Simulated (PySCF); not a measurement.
C$_{6}$H$_{10}$S$_{2}$Si (SMILES C=CS[SiH2]SCC#CC)

The calculation's input:

```
{"job": {"kind": "nmr", "xc": "PBE0", "basis": "pcSseg-1"}, "charge": 0, "multiplicity": 1}
C      4.875382     0.628468    -0.080888
C      3.575854     0.418251     0.015280
S      2.392453     1.723404    -0.120929
Si     0.585471     0.688032    -0.629326
S      0.483032    -1.167675     0.425015
C     -1.012959    -1.880951    -0.383413
C     -2.169458    -1.042442    -0.228989
C     -3.093782    -0.295383    -0.065858
C     -4.234781     0.573902     0.105347
H      5.275768     1.608558    -0.272336
H      5.577574    -0.178657     0.035926
H      3.150957    -0.552706     0.216055
H     -0.476051     1.590775    -0.229486
H      0.577643     0.382162    -2.055963
H     -1.158323    -2.843759     0.107648
H     -0.773513    -2.036059    -1.436369
H     -5.145626    -0.018198     0.188382
H     -4.114679     1.165912     1.012131
H     -4.324764     1.245615    -0.747944
```

Run with:

```sh
OMP_NUM_THREADS=1 python probes_run.py task.json out
```

Geometry: GFN2-xTB.

The calculation used PBE0/pcSseg-1, SCF density, gas phase, non-relativistic in PySCF 2.14.0.

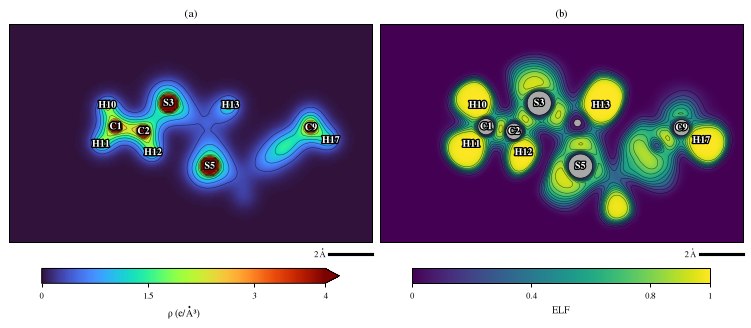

Figure 1. (a) total electron density; (b) ELF on the plane of atoms H10, C1 and H11. Grey discs cover the atomic cores in the ELF map.

**Read the bonding off the picture.**

- The plane passes through C, S and H nuclei.
- C–S (1.77 Å): ρ is about 1.3 e/Å³ halfway; the ELF peaks at about 0.90 between the atoms (a covalent bond).
- C–H (1.08 Å): the density is about 2 e/Å³ at the midpoint; the ELF climbs to about 1 towards the hydrogen, as it does in any bond to H: an ordinary covalent bond to hydrogen.
- C–C (1.32 Å): ρ at the midpoint is about 2.3 e/Å³; the ELF peaks at about 0.95 between the atoms; a multiple bond.
- The ELF also peaks beside S5 and S3, away from the bonds: lone-pair regions.

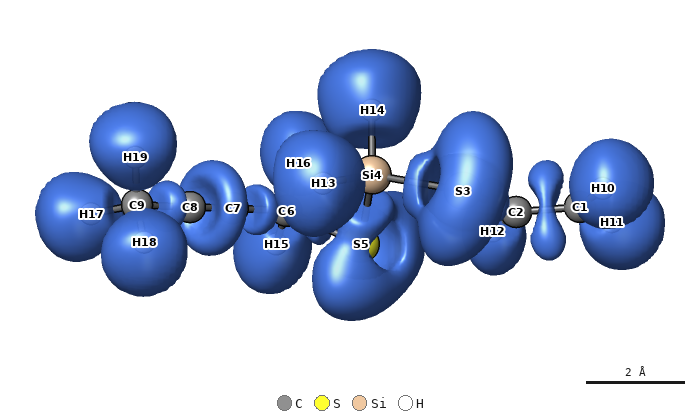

Figure 2. Isosurface of the electron localisation function at 0.8 (blue), seen from one side. Only the valence region is drawn (cores and ρ < 0.01 e/Å³ removed).

**Where are the electrons localised?**

The ELF exceeds this value in four regions between bonded C–C atoms (shared pairs), two regions between bonded C–S atoms (shared pairs), ten regions around hydrogen nuclei and two regions on S in which the atom's valence shell and bonds are merged. Profiles from the grid: C–C (1.20 Å): the ELF peaks at about 0.85 between the atoms; a short, multiple covalent bond.

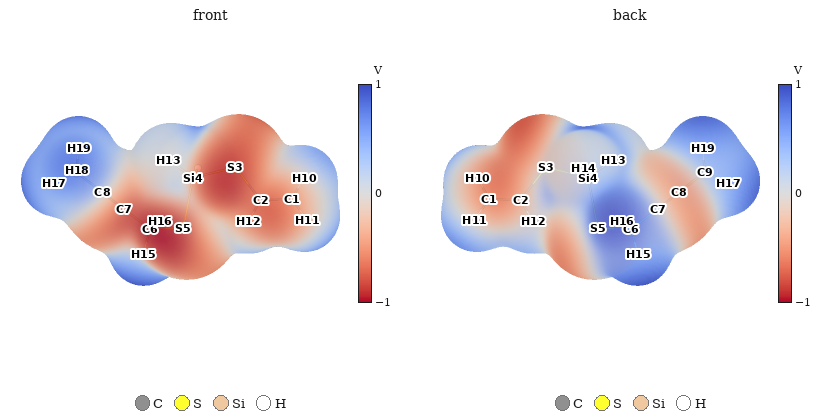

Figure 3. The molecular electrostatic potential painted on the density surface at 0.001 e/bohr³, seen from the front and from behind; the colour scale runs from red (negative) to blue (positive).

**Where is the surface potential most negative and most positive?**

The most negative region (about −0.9 V) lies over S3 and S5, the most positive (about +0.9 V) over H15 and H16.
